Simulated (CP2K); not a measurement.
**singlet OF− at 5 levels**

Aim: a comparison of 5 runs (BLYP-D3(BJ)/DZVP-MOLOPT-SR-GTH, PBE/DZVP-MOLOPT-SR-GTH, PBE/TZV2P-MOLOPT-PBE-GTH, revPBE-D3(BJ)/TZV2P-MOLOPT-PBE-GTH, PBE/aug-cc-pVTZ) of singlet OF−. 

The calculation is run with CP2K 2026.2.

## 1. Starting point

OF− has 2 atoms, charge -1, and is taken as a singlet. SMILES of the parent species: `[O]F`. The shape is that of a PBE0-D4/def2-TZVP optimisation. That shape belongs to the parent species and isn't relaxed for this state.

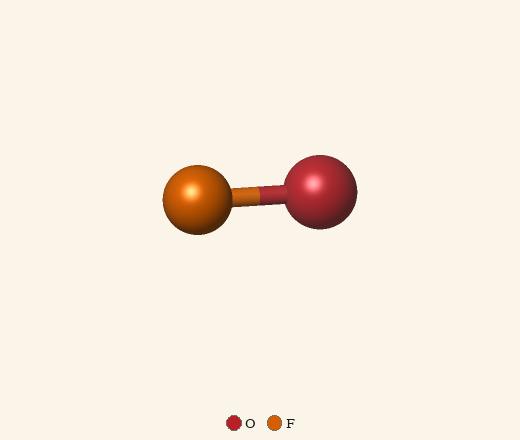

The structure, seen from a chosen angle (oxygen red, fluorine orange).

## 2. The energy at BLYP-D3(BJ)/DZVP-MOLOPT-SR-GTH (core potential) (run 1)

job.inp

```
&GLOBAL
  PROJECT_NAME job
  RUN_TYPE ENERGY
  PRINT_LEVEL MEDIUM
&END GLOBAL
&FORCE_EVAL
  METHOD Quickstep
  &DFT
    BASIS_SET_FILE_NAME BASIS_MOLOPT
    POTENTIAL_FILE_NAME GTH_POTENTIALS
    CHARGE -1
    ! Quickstep
    &QS
      METHOD GPW
      EPS_DEFAULT 1.0E-10
    &END QS
    &MGRID
      CUTOFF 400
      REL_CUTOFF 50
      NGRIDS 4
    &END MGRID
    &POISSON
      PERIODIC NONE
      POISSON_SOLVER WAVELET
    &END POISSON
    &SCF
      SCF_GUESS ATOMIC
      EPS_SCF 1.0E-06
      MAX_SCF 150
      ADDED_MOS 10
      &DIAGONALIZATION
        ALGORITHM STANDARD
      &END DIAGONALIZATION
      &MIXING
        METHOD PULAY_MIXING
        ALPHA 0.3
        NBUFFER 8
      &END MIXING
    &END SCF
    &XC
      &XC_FUNCTIONAL BLYP
      &END XC_FUNCTIONAL
      &VDW_POTENTIAL
        POTENTIAL_TYPE PAIR_POTENTIAL
        &PAIR_POTENTIAL
          TYPE DFTD3(BJ)
          PARAMETER_FILE_NAME dftd3.dat
          REFERENCE_FUNCTIONAL BLYP
          R_CUTOFF 15
        &END PAIR_POTENTIAL
      &END VDW_POTENTIAL
    &END XC
    ! extra output
    &PRINT
      &MOMENTS
        PERIODIC F
        REFERENCE COM
        MAX_MOMENT 1
      &END MOMENTS
      &MO ON
        ENERGIES T
        OCCUPATION_NUMBERS T
        NDIGITS 6
        &EACH
          QS_SCF 0
        &END EACH
        ADD_LAST NUMERIC
      &END MO
      &HIRSHFELD OFF
      &END HIRSHFELD
    &END PRINT
  &END DFT
  &SUBSYS
    ! vacuum box
    &CELL
      ABC 11.3 11.3 11.3
      PERIODIC NONE
    &END CELL
    &COORD
      SCALED T
      O    0.50000000   0.50000000   0.44113496
      F    0.50000000   0.50000000   0.55886504
    &END COORD
    &KIND O
      BASIS_SET DZVP-MOLOPT-SR-GTH-q6
      POTENTIAL GTH-BLYP-q6
    &END KIND
    &KIND F
      BASIS_SET DZVP-MOLOPT-SR-GTH-q7
      POTENTIAL GTH-BLYP-q7
    &END KIND
  &END SUBSYS
&END FORCE_EVAL
```

Launch:

```bash
$ OMP_NUM_THREADS=1 cp2k.psmp job.inp > job.out
```

What it wrote:

```text
CP2K| version string:                                       CP2K version 2026.2
[...]
 GLOBAL| Method name                                                        CP2K
[...]
 GLOBAL| Run type                                                         ENERGY
[...]
 DFT| Spin restricted Kohn-Sham (RKS) calculation                            RKS
 DFT| Multiplicity                                                             1
[...]
 DFT| Charge                                                                  -1
[...]
 FUNCTIONAL| BECKE88:
 FUNCTIONAL| LYP:
[...]
 QS| Method:                                                                 GPW
[...]
 QS| Density cutoff [a.u.]:                                                200.0
[...]
 QS| Relative density cutoff [a.u.]:                                        25.0
[...]
                             - Atoms:                                          2
[...]
                             - Spherical basis functions:                     26
[...]
 Number of electrons:                                                         14
[...]
     1 NoMix/Diag. 0.30E+00    1.9     0.80065452       -40.4765081179 -4.05E+01
[...]
    25 Pulay/Diag. 0.30E+00    1.6     0.00000011       -40.1126493714  1.04E-07
  *** SCF run converged in    25 steps ***
[...]
  Overlap energy of the core charge distribution:               0.00000000000014
  Self energy of the core charge distribution:               -106.35975316050363
  Core Hamiltonian energy:                                     30.22699193581499
  Hartree energy:                                              44.42281487743124
  Exchange-correlation energy:                                 -8.40226810284284
  Dispersion energy:                                           -0.00043492126699
  Total energy:                                               -40.11264937136708
[...]
                     Mulliken Population Analysis
 #  Atom  Element  Kind  Atomic population                           Net charge
       1     O        1          6.702077                             -0.702077
       2     F        2          7.297923                             -0.297923
 # Total charge                             14.000000                 -1.000000
[...]
  Dipole moment [Debye]
    X=  0.1838125E-04 Y=  0.1838125E-04 Z=  0.1771830E+01  Total=      1.7718299
 ENERGY| Total FORCE_EVAL ( QS ) energy [hartree]            -40.112649371367084
[...]
```

It took 43 s on 1 thread of Arm Neoverse V2, shared host; peak memory 1.6 GiB.

## 3. A single-point energy at PBE/DZVP-MOLOPT-SR-GTH (core potential) (run 2)

molecule.xyz

```xyz
2

O      0.000000     0.000000    -0.015950
F      0.000000     0.000000     1.314400
```

qs.inp

```
&GLOBAL
    PROJECT_NAME qs
    RUN_TYPE ENERGY
    PRINT_LEVEL MEDIUM
&END

&FORCE_EVAL
    METHOD QUICKSTEP
    &DFT
        BASIS_SET_FILE_NAME BASIS_MOLOPT
        POTENTIAL_FILE_NAME GTH_POTENTIALS
        CHARGE -1
        MULTIPLICITY 1
        &QS
            METHOD GPW
            EPS_DEFAULT 1.0E-10
        &END
        &MGRID
            CUTOFF 400
            REL_CUTOFF 50
            NGRIDS 4
        &END
        &POISSON
            PERIODIC NONE
            POISSON_SOLVER WAVELET
        &END
        &SCF
            SCF_GUESS ATOMIC
            EPS_SCF 1.0E-06
            MAX_SCF 50
            &OT ON
                MINIMIZER CG
                PRECONDITIONER FULL_ALL
            &END
            &OUTER_SCF
                EPS_SCF 1.0E-06
                MAX_SCF 8
            &END
        &END
        &XC
            &XC_FUNCTIONAL PBE
            &END
        &END
        &PRINT
            &MOMENTS
                PERIODIC F
                REFERENCE COM
                MAX_MOMENT 1
            &END
            &MO_CUBES
                NLUMO 3
                NHOMO -1
                WRITE_CUBE F
            &END
            &HIRSHFELD OFF
            &END
        &END
    &END
    &SUBSYS
        &CELL
            ABC [angstrom] 11.3 11.3 11.3
            PERIODIC NONE
        &END
        &TOPOLOGY
            COORD_FILE_NAME molecule.xyz
            COORD_FILE_FORMAT XYZ
            &CENTER_COORDINATES
            &END
        &END
        &KIND O
            BASIS_SET DZVP-MOLOPT-SR-GTH-q6
            POTENTIAL GTH-PBE-q6
        &END
        &KIND F
            BASIS_SET DZVP-MOLOPT-SR-GTH-q7
            POTENTIAL GTH-PBE-q7
        &END
    &END
&END
```

Launch:

```bash
$ OMP_NUM_THREADS=1 cp2k.psmp qs.inp > qs.out
```

What it wrote:

```text
CP2K| version string:                                       CP2K version 2026.2
[...]
 GLOBAL| Method name                                                        CP2K
[...]
 GLOBAL| Run type                                                         ENERGY
[...]
 DFT| Spin restricted Kohn-Sham (RKS) calculation                            RKS
 DFT| Multiplicity                                                             1
[...]
 DFT| Charge                                                                  -1
[...]
 FUNCTIONAL| PBE:
 QS| Method:                                                                 GPW
[...]
 QS| Density cutoff [a.u.]:                                                200.0
[...]
 QS| Relative density cutoff [a.u.]:                                        25.0
[...]
                             - Atoms:                                          2
[...]
                             - Spherical basis functions:                     26
[...]
 Number of electrons:                                                         14
[...]
     1 OT CG       0.15E+00    1.9     0.25439945       -39.2452668832 -3.92E+01
[...]
    22 OT CG       0.86E-01    1.6     0.00000098       -40.1178966970 -5.80E-11
  *** SCF run converged in    22 steps ***
[...]
  Overlap energy of the core charge distribution:               0.00000000000019
  Self energy of the core charge distribution:               -105.83863980136171
  Core Hamiltonian energy:                                     30.11677320717234
  Hartree energy:                                              44.00870222369297
  Exchange-correlation energy:                                 -8.40473232655219
  Total energy:                                               -40.11789669704840
[...]
                     Mulliken Population Analysis
 #  Atom  Element  Kind  Atomic population                           Net charge
       1     O        1          6.720269                             -0.720269
       2     F        2          7.279731                             -0.279731
 # Total charge                             14.000000                 -1.000000
[...]
  Dipole moment [Debye]
    X= -0.5134859E-06 Y= -0.4122498E-06 Z=  0.1838726E+01  Total=      1.8387256
[...]
 HOMO - LUMO gap [eV] :    5.251277
 ENERGY| Total FORCE_EVAL ( QS ) energy [hartree]            -40.117896697048401
[...]
```

Wall time 58 s (1 thread of Arm Neoverse V2, shared host); peak memory 0.91 GiB.

Runs 3 to 4 aren't shown in full; the table further down has their settings and results.

## 4. A single-point energy at PBE/aug-cc-pVTZ (run 5)

mol.inp

```
&GLOBAL
  PROJECT_NAME mol
  RUN_TYPE ENERGY
  PRINT_LEVEL MEDIUM
&END
&FORCE_EVAL
  METHOD Quickstep
  &DFT
    BASIS_SET_FILE_NAME ./aug_cc_pvtz.basis
    POTENTIAL_FILE_NAME POTENTIAL
    CHARGE -1
    &QS
      METHOD GAPW
      EPS_DEFAULT 1.0E-10
    &END
    &MGRID
      CUTOFF 280
      REL_CUTOFF 50
      NGRIDS 4
    &END
    &POISSON
      PERIODIC NONE
      POISSON_SOLVER WAVELET
    &END
    &SCF
      SCF_GUESS ATOMIC
      EPS_SCF 1.0E-07
      MAX_SCF 100
      ADDED_MOS 10
      &DIAGONALIZATION
        ALGORITHM STANDARD
      &END
      &MIXING
        METHOD DIRECT_P_MIXING
        ALPHA 0.4
      &END
    &END
    &XC
      &XC_FUNCTIONAL
        &GGA_X_PBE
        &END
        &GGA_C_PBE
        &END
      &END
    &END
    &PRINT
      &MOMENTS
        PERIODIC F
        REFERENCE COM
        MAX_MOMENT 1
      &END
      &MO ON
        ENERGIES T
        OCCUPATION_NUMBERS T
        NDIGITS 6
        &EACH
          QS_SCF 0
        &END
        ADD_LAST NUMERIC
      &END
      &LOWDIN ON
      &END
      &HIRSHFELD OFF
      &END
      &MO_MOLDEN ON
        NDIGITS 8
      &END
    &END
  &END
  &SUBSYS
    &CELL
      ABC 12.9 12.9 12.9
      PERIODIC NONE
    &END
    &COORD
      O      0.000000     0.000000    -0.015950
      F      0.000000     0.000000     1.314400
    &END
    &TOPOLOGY
      &CENTER_COORDINATES
      &END
    &END
    &KIND O
      BASIS_SET aug-cc-pVTZ
      POTENTIAL ALL
      LEBEDEV_GRID 194
      RADIAL_GRID 100
    &END
    &KIND F
      BASIS_SET aug-cc-pVTZ
      POTENTIAL ALL
      LEBEDEV_GRID 194
      RADIAL_GRID 100
    &END
  &END
&END
```

Launch:

```bash
$ OMP_NUM_THREADS=1 cp2k.psmp -i mol.inp > mol.out 2>&1
```

What it wrote:

```text
CP2K| version string:                                       CP2K version 2026.2
[...]
 GLOBAL| Method name                                                        CP2K
[...]
 GLOBAL| Run type                                                         ENERGY
[...]
 DFT| Spin restricted Kohn-Sham (RKS) calculation                            RKS
 DFT| Multiplicity                                                             1
[...]
 DFT| Charge                                                                  -1
[...]
 FUNCTIONAL| GGA_X_PBE:
[...]
 FUNCTIONAL| GGA_C_PBE:
[...]
 QS| Method:                                                                GAPW
[...]
 QS| Density cutoff [a.u.]:                                                140.0
[...]
 QS| Relative density cutoff [a.u.]:                                        25.0
[...]
                             - Atoms:                                          2
[...]
                             - Spherical basis functions:                     92
[...]
 Number of electrons:                                                         18
[...]
     1 P_Mix/Diag. 0.40E+00    2.3    44.33389835      -180.1626776848 -1.80E+02
[...]
    21 DIIS/Diag.  0.11E-07    2.0     7.4946E-09      -174.8476699111 -2.56E-13
  *** SCF run converged in    21 steps ***
[...]
  Overlap energy of the core charge distribution:               0.00000000000077
  Self energy of the core charge distribution:               -177.47350991266671
  Core Hamiltonian energy:                                    -10.99790659745272
  Hartree energy:                                              26.96869771785240
  Exchange-correlation energy:                                 -7.98434216578610
[...]
                     Mulliken Population Analysis
 #  Atom  Element  Kind  Atomic population                           Net charge
       1     O        1          8.825535                             -0.825535
       2     F        2          9.174465                             -0.174465
 # Total charge                             18.000000                 -1.000000
[...]
  Dipole moment [Debye]
    X= -0.1885078E-08 Y= -0.1885079E-08 Z=  0.2429355E+01  Total=      2.4293549
 ENERGY| Total FORCE_EVAL ( QS ) energy [hartree]           -174.847669911058944
[...]
```

Wall time 44 s (1 thread of Arm Neoverse V2, shared host); peak memory 0.96 GiB.

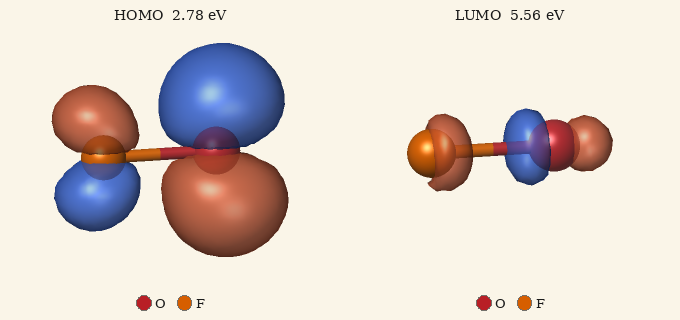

Frontier orbitals of this run, surfaces at ±0.2 Å^-3/2.

## 5. Overview of the runs

| run | level | core potential | iteration cap | energy (Eh) | HOMO energy (eV) | LUMO energy (eV) | HOMO–LUMO gap (eV) | wall time |
| --- | --- | --- | --- | --- | --- | --- | --- | --- |
| 1 | BLYP-D3(BJ)/DZVP-MOLOPT-SR-GTH (core potential) | GTH-BLYP | 150 | -40.112649 | 4.55 | 9.97 | 5.43 | 43 s |
| 2 | PBE/DZVP-MOLOPT-SR-GTH (core potential) | GTH-PBE | 50 | -40.117897 | 4.47 | 9.72 | 5.25 | 58 s |
| 3 | PBE/TZV2P-MOLOPT-PBE-GTH (core potential) | GTH-PBE | 50 | -40.132911 | 3.62 | 8.66 | 5.04 | 29 s |
| 4 | revPBE-D3(BJ)/TZV2P-MOLOPT-PBE-GTH (core potential) | GTH-PBE | 40 | -40.173151 | 3.69 | 8.79 | 5.10 | 29 s |
| 5 | PBE/aug-cc-pVTZ | none | 100 | -174.847670 | 2.78 | 5.56 | 2.79 | 44 s |

## 6. Results

```
                                                    quantity          value
                                         run 5: total energy  -174.84767 Eh
                                          run 5: HOMO energy        2.78 eV
                                          run 5: LUMO energy        5.56 eV
run 5: HOMO–LUMO gap (to an unbound level, set by the basis)        2.79 eV
```

In words: The HOMO–LUMO gap runs from 2.79 eV (PBE/aug-cc-pVTZ) to 5.43 eV (BLYP-D3(BJ)/DZVP-MOLOPT-SR-GTH). The two ends differ in method and basis and core potential. The empty levels of an anion lie above zero and hang on the basis. Totals of different functionals can't be ranked against each other. Some runs of one species differ in core potentials or relativity; totals across that change don't compare. In runs 1, 2, 3, 4, 5 the HOMO lies above zero, so the outermost electron may be held by the basis alone. All runs together took 3.4 min, the longest 58 s.
